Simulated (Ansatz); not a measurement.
Consider B₂H₄OSi (SMILES BB[SiH]=O).

Input file:

```
crystal:
  periodic: [false, false, false]
  atoms:
    - { symbol: B, position_ang: [-1.23972, 0.75195, -0.45239] }
    - { symbol: B, position_ang: [0.20409, 0.12489, -0.71493] }
    - { symbol: Si, position_ang: [1.05844, -0.78801, 0.78457] }
    - { symbol: O, position_ang: [2.05122, -0.14179, 1.72678] }
    - { symbol: H, position_ang: [-1.41086, 1.83701, -0.03338] }
    - { symbol: H, position_ang: [-2.22742, 0.13232, -0.59569] }
    - { symbol: H, position_ang: [0.80648, 0.13884, -1.72286] }
    - { symbol: H, position_ang: [0.67616, -2.20514, 0.96309] }
basis:
  gaussian: { orbitals: def2-SVP }
hamiltonian:
  xc: b3lyp
relax:
  f_tol: 0.015
  max_steps: 40
output:
  orbitals: {}
```

Launched as:

```sh
ansatz run input.yaml --threads 1 --pin off --max-ram 2048MiB --backend cpu --events-out ev --progress --plain --runs-dir out
```

The fields are those of the relaxed geometry.

Computed with RKS B3LYP/def2-SVP in Ansatz 0.2.0.

What can the converged electron density and electron localisation function tell about the bonding?

Answer. B–B (1.63 Å): ρ is about 1.2 e/Å³ halfway; the ELF peaks at about 1 between the atoms (a shared electron pair).
Si–B (2.01 Å): ρ is about 0.79 e/Å³ halfway; the ELF peaks at about 1 between the atoms, as expected for a shared electron pair.
B–H (1.21 Å): the density is about 1.2 e/Å³ at the midpoint; the ELF climbs to about 1 towards the hydrogen, as it does in any bond to H; a covalent bond by its length.

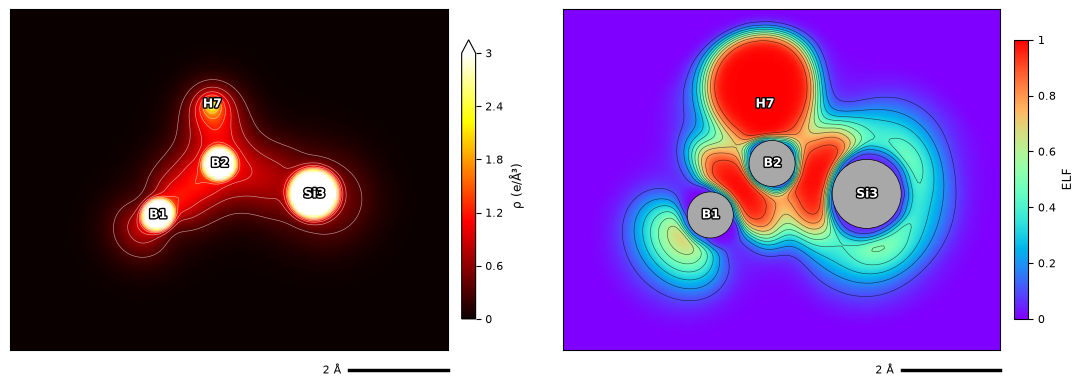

Computed electron density and electron localisation function on the plane of atoms Si3, B2 and H7, in this order. Grey discs cover the atomic cores in the ELF map. 
